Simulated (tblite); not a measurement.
## Geometry relaxation of C3H13AsSi2 (part 1 of 2)

C3H13AsSi2, computed with GFN2-xTB geometry optimisation, gas phase (tblite 0.8.0).

It belongs to a series of runs on one base structure; here: H on C replaced by CH2SiH3.

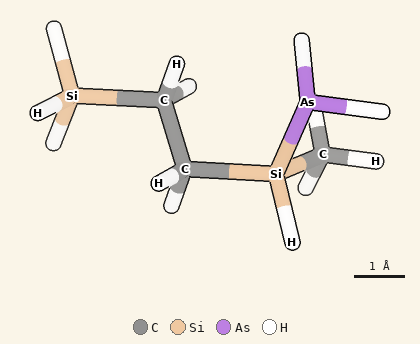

**Figure 1.** The input geometry (stick view, seen at a tilt).

Input
```
{"job": {"kind": "relax", "xc": "GFN2-xTB", "basis": "xTB"}, "charge": 0, "multiplicity": 1}
C      2.212100    -0.873300     0.370400
Si     1.264900     0.735700     0.586600
As     1.613100     2.089000    -1.250600
C     -0.561600     0.402400     0.823500
C     -1.158900    -0.319600    -0.372500
Si    -2.990700    -0.635000    -0.127800
H      3.291000    -0.653700     0.308500
H      1.881700    -1.360200    -0.561400
H      2.008600    -1.542000     1.234800
H      1.777300     1.415000     1.796600
H      1.355400     0.904300    -2.244000
H      3.143600     1.840700    -1.223500
H     -1.078300     1.368900     1.002000
H     -0.680000    -0.232600     1.738300
H     -0.658600    -1.286700    -0.535500
H     -1.039800     0.306600    -1.278600
H     -3.529800    -1.317000    -1.302400
H     -3.176700    -1.483300     1.064300
H     -3.683100     0.649700     0.069900
```

The first line tells a small driver script what to run in tblite; the rest is the geometry in Å.

Machine: 1 CPU thread, shared host.

Launched with:
```bash
OMP_NUM_THREADS=1 python <driver script> task.json out
```

Log
```
step      E/eV     max force
  0    -513.02011    0.967
  1    -513.09785    0.596
  2    -513.14597    0.523
  3    -513.16781    0.383
  4    -513.18395    0.389
  5    -513.19089    0.284
  6    -513.19595    0.192
  7    -513.19824    0.104
  8    -513.19983    0.108
  9    -513.20120    0.114
 10    -513.20244    0.103
 11    -513.20330    0.068
 12    -513.20393    0.068
 13    -513.20452    0.065
 14    -513.20509    0.063
 15    -513.20562    0.070
 16    -513.20619    0.080
 17    -513.20682    0.076
 18    -513.20742    0.052
 19    -513.20788    0.040
 20    -513.20823    0.046
 21    -513.20859    0.069
 22    -513.20906    0.081
 23    -513.20959    0.066
 24    -513.21011    0.054
 25    -513.21057    0.050
 26    -513.21103    0.050
 27    -513.21150    0.063
 28    -513.21188    0.050
 29    -513.21213    0.042
 30    -513.21229    0.032
 31    -513.21246    0.042
 32    -513.21267    0.044
 33    -513.21291    0.048
 34    -513.21314    0.040
 35    -513.21332    0.032
 36    -513.21348    0.029
 37    -513.21364    0.029
 38    -513.21381    0.035
 39    -513.21399    0.039
 40    -513.21419    0.034
 41    -513.21448    0.041
 42    -513.21490    0.051
 43    -513.21540    0.062
 44    -513.21587    0.047
 45    -513.21627    0.043
 46    -513.21663    0.049
 47    -513.21702    0.054
 48    -513.21747    0.059
 49    -513.21796    0.049
 50    -513.21847    0.055
 51    -513.21894    0.049
 52    -513.21921    0.045
 53    -513.21939    0.052
 54    -513.21963    0.028
 55    -513.21980    0.026
 56    -513.21998    0.027
 57    -513.22017    0.033
 58    -513.22035    0.031
 59    -513.22054    0.029
 60    -513.22075    0.034
 61    -513.22099    0.032
 62    -513.22118    0.029
 63    -513.22130    0.025
 64    -513.22142    0.025
 65    -513.22155    0.031
 66    -513.22170    0.030
 67    -513.22184    0.033
 68    -513.22197    0.023
 69    -513.22207    0.028
 70    -513.22216    0.029
 71    -513.22226    0.034
 72    -513.22239    0.041
 73    -513.22257    0.033
 74    -513.22272    0.033
 75    -513.22283    0.021
 76    -513.22292    0.021
 77    -513.22300    0.022
 78    -513.22308    0.029
 79    -513.22316    0.023
 80    -513.22323    0.018
 81    -513.22329    0.019
 82    -513.22338    0.026
 83    -513.22346    0.027
 84    -513.22352    0.014
 85    -513.22354    0.014
 86    -513.22356    0.012
 87    -513.22360    0.022
 88    -513.22364    0.023
 89    -513.22369    0.016
 90    -513.22373    0.018
 91    -513.22378    0.019
 92    -513.22384    0.029
 93    -513.22392    0.031
 94    -513.22400    0.020
 95    -513.22406    0.021
 96    -513.22411    0.019
 97    -513.22418    0.026
 98    -513.22428    0.030
 99    -513.22436    0.022
100    -513.22441    0.013
101    -513.22444    0.011
102    -513.22446    0.011
103    -513.22448    0.016
104    -513.22451    0.016
105    -513.22453    0.010
106    -513.22454    0.009
```

Trajectory as extended XYZ (Å, eV, eV/Å), 12 of the 107 frames kept, from step=0 to step=106
```
19
Properties=species:S:1:pos:R:3:forces:R:3 step=0 energy=-513.02011
C     2.2121   -0.8733    0.3704    0.1210  -0.6360   0.2740
Si    1.2649    0.7357    0.5866    0.6470   0.6190   0.1300
As    1.6131    2.0890   -1.2506    0.2760  -0.1380  -0.6940
C    -0.5616    0.4024    0.8235   -0.4400  -0.2170   0.8330
C    -1.1589   -0.3196   -0.3725    0.0190   0.0910  -0.3260
Si   -2.9907   -0.6350   -0.1278   -0.6950  -0.0820   0.2490
H     3.2910   -0.6537    0.3085   -0.5240  -0.3420   0.0260
H     1.8817   -1.3602   -0.5614    0.3340   0.0260   0.4730
H     2.0086   -1.5420    1.2348    0.3680   0.2470  -0.7380
H     1.7773    1.4150    1.7966   -0.0150   0.0010   0.0740
H     1.3554    0.9043   -2.2440    0.3210   0.4980   0.4340
H     3.1436    1.8407   -1.2235   -0.6350  -0.0690  -0.1040
H    -1.0783    1.3689    1.0020    0.0990  -0.6150  -0.0400
H    -0.6800   -0.2326    1.7383   -0.1500   0.5680  -0.6210
H    -0.6586   -1.2867   -0.5355    0.0460   0.4120  -0.0310
H    -1.0398    0.3066   -1.2786    0.2010  -0.3010   0.2520
H    -3.5298   -1.3170   -1.3024   -0.0430  -0.0290  -0.0450
H    -3.1767   -1.4833    1.0643    0.0090   0.0980  -0.1290
H    -3.6831    0.6497    0.0699    0.0590  -0.1310  -0.0160
19
Properties=species:S:1:pos:R:3:forces:R:3 step=10 energy=-513.20244
C     2.2212   -0.8842    0.3828   -0.0200   0.0580   0.0100
Si    1.2970    0.7754    0.5938   -0.0050  -0.0460  -0.0140
As    1.6080    2.1246   -1.2990    0.0050  -0.0780   0.0230
C    -0.5634    0.4014    0.8363    0.0750  -0.0020  -0.0700
C    -1.1697   -0.3113   -0.3713   -0.0520   0.0090   0.0370
Si   -3.0253   -0.6418   -0.1273    0.0080  -0.0010  -0.0290
H     3.2907   -0.7084    0.3135    0.0300  -0.0200   0.0060
H     1.9113   -1.3811   -0.5333    0.0120  -0.0080  -0.0090
H     2.0458   -1.5671    1.2066    0.0080  -0.0280   0.0430
H     1.7913    1.4341    1.8238    0.0110   0.0050  -0.0090
H     1.4243    0.9424   -2.2103   -0.0080   0.0290  -0.0100
H     3.0776    1.8215   -1.2694    0.0030   0.0630  -0.0280
H    -1.0987    1.3379    1.0090    0.0020  -0.0190   0.0100
H    -0.7053   -0.2109    1.7262   -0.0190   0.0040   0.0190
H    -0.6473   -1.2566   -0.5388    0.0000   0.0520   0.0060
H    -1.0136    0.2993   -1.2686    0.0150  -0.0070   0.0210
H    -3.5564   -1.3256   -1.3088   -0.0190   0.0060   0.0170
H    -3.1946   -1.4822    1.0616   -0.0210   0.0030  -0.0160
H    -3.7030    0.6417    0.0719   -0.0240  -0.0210  -0.0060
19
Properties=species:S:1:pos:R:3:forces:R:3 step=19 energy=-513.20788
C     2.2354   -0.8980    0.3964   -0.0070   0.0270  -0.0030
Si    1.3091    0.7602    0.5961   -0.0280  -0.0030  -0.0290
As    1.5965    2.1170   -1.2967   -0.0190  -0.0200  -0.0050
C    -0.5573    0.4001    0.8397    0.0210   0.0050  -0.0290
C    -1.1761   -0.3033   -0.3675   -0.0160  -0.0030   0.0190
Si   -3.0362   -0.6410   -0.1347    0.0330   0.0080  -0.0090
H     3.3060   -0.7276    0.3265    0.0190   0.0050   0.0150
H     1.9264   -1.3917   -0.5218    0.0060  -0.0380   0.0050
H     2.0594   -1.5807    1.2214   -0.0040  -0.0100   0.0100
H     1.8017    1.4375    1.8167    0.0070  -0.0110  -0.0030
H     1.4282    0.9476   -2.2283    0.0180   0.0150   0.0190
H     3.0784    1.8719   -1.2994   -0.0360   0.0080   0.0040
H    -1.0843    1.3408    1.0144    0.0140   0.0110   0.0070
H    -0.7093   -0.2087    1.7314    0.0070  -0.0050  -0.0040
H    -0.6484   -1.2446   -0.5382   -0.0350  -0.0040  -0.0110
H    -1.0123    0.3102   -1.2621   -0.0250  -0.0010   0.0220
H    -3.5777   -1.3279   -1.3111    0.0300   0.0190   0.0140
H    -3.2157   -1.4849    1.0509    0.0050   0.0060  -0.0130
H    -3.7337    0.6323    0.0651    0.0100  -0.0100  -0.0090
19
Properties=species:S:1:pos:R:3:forces:R:3 step=29 energy=-513.21213
C     2.2510   -0.9175    0.4095    0.0070   0.0030   0.0010
Si    1.3193    0.7394    0.5796   -0.0350   0.0220  -0.0050
As    1.5538    2.1140   -1.3043   -0.0110  -0.0190  -0.0140
C    -0.5458    0.3969    0.8405   -0.0270  -0.0040  -0.0010
C    -1.1886   -0.2920   -0.3618    0.0010  -0.0040  -0.0010
Si   -3.0464   -0.6330   -0.1338    0.0150   0.0070  -0.0050
H     3.3212   -0.7387    0.3546    0.0180  -0.0140  -0.0010
H     1.9598   -1.4365   -0.5005    0.0020  -0.0080   0.0020
H     2.0681   -1.5837    1.2471    0.0010  -0.0020   0.0010
H     1.8166    1.4222    1.7948    0.0150   0.0030   0.0070
H     1.4444    0.9454   -2.2414   -0.0040  -0.0100  -0.0080
H     3.0427    1.9359   -1.3124    0.0020   0.0140   0.0160
H    -1.0529    1.3476    1.0223   -0.0100  -0.0040   0.0040
H    -0.6978   -0.2092    1.7344    0.0000  -0.0120  -0.0160
H    -0.6756   -1.2382   -0.5496    0.0170   0.0130  -0.0110
H    -1.0347    0.3294   -1.2528    0.0070  -0.0070   0.0120
H    -3.5607   -1.3180   -1.3227    0.0040   0.0060   0.0070
H    -3.2282   -1.4892    1.0422   -0.0050   0.0200  -0.0040
H    -3.7560    0.6344    0.0528    0.0050  -0.0040   0.0150
19
Properties=species:S:1:pos:R:3:forces:R:3 step=39 energy=-513.21399
C     2.2596   -0.9239    0.4170   -0.0010  -0.0120   0.0060
Si    1.3192    0.7319    0.5714   -0.0230   0.0110   0.0180
As    1.5199    2.0992   -1.3209   -0.0140   0.0020   0.0040
C    -0.5453    0.3920    0.8430   -0.0330  -0.0190   0.0060
C    -1.1872   -0.2859   -0.3653   -0.0130  -0.0040  -0.0090
Si   -3.0444   -0.6248   -0.1364   -0.0140  -0.0010   0.0090
H     3.3311   -0.7477    0.3678   -0.0100   0.0070  -0.0050
H     1.9756   -1.4577   -0.4869   -0.0040   0.0090   0.0000
H     2.0722   -1.5798    1.2621    0.0010  -0.0010  -0.0010
H     1.8315    1.4168    1.7798    0.0000   0.0150   0.0000
H     1.4580    0.9253   -2.2557    0.0210  -0.0160   0.0010
H     3.0138    1.9786   -1.3027    0.0040   0.0030  -0.0130
H    -1.0576    1.3385    1.0347    0.0280  -0.0040   0.0020
H    -0.6991   -0.2252    1.7289    0.0220  -0.0060  -0.0050
H    -0.6714   -1.2286   -0.5637    0.0000   0.0120  -0.0090
H    -1.0375    0.3448   -1.2506    0.0150  -0.0030   0.0090
H    -3.5532   -1.3082   -1.3283   -0.0080   0.0080   0.0070
H    -3.2373   -1.4751    1.0419    0.0130  -0.0020  -0.0090
H    -3.7576    0.6391    0.0625    0.0170   0.0020  -0.0100
19
Properties=species:S:1:pos:R:3:forces:R:3 step=48 energy=-513.21747
C     2.2614   -0.9304    0.4385    0.0370  -0.0450  -0.0080
Si    1.3143    0.7199    0.5684    0.0010   0.0280   0.0020
As    1.4471    2.0482   -1.3562    0.0080   0.0070  -0.0320
C    -0.5421    0.3639    0.8544   -0.0300  -0.0210  -0.0010
C    -1.1856   -0.2751   -0.3752   -0.0060   0.0030  -0.0140
Si   -3.0437   -0.6074   -0.1430   -0.0010   0.0090   0.0120
H     3.3300   -0.7431    0.3869    0.0340  -0.0040  -0.0060
H     1.9850   -1.4782   -0.4586   -0.0170   0.0020  -0.0230
H     2.0823   -1.5806    1.2895   -0.0090   0.0130   0.0150
H     1.8470    1.4371    1.7479   -0.0180   0.0130   0.0170
H     1.5293    0.8564   -2.2677    0.0040  -0.0160   0.0190
H     2.9442    2.0749   -1.3037    0.0110   0.0090   0.0050
H    -1.0501    1.3065    1.0767   -0.0030  -0.0470   0.0120
H    -0.6892   -0.2849    1.7189    0.0160   0.0300  -0.0110
H    -0.6705   -1.2104   -0.6092   -0.0140   0.0070   0.0280
H    -1.0312    0.3838   -1.2397   -0.0240   0.0050   0.0060
H    -3.5727   -1.2802   -1.3323    0.0040   0.0110   0.0150
H    -3.2311   -1.4590    1.0366    0.0080   0.0050  -0.0300
H    -3.7340    0.6679    0.0665    0.0020  -0.0110  -0.0080
```
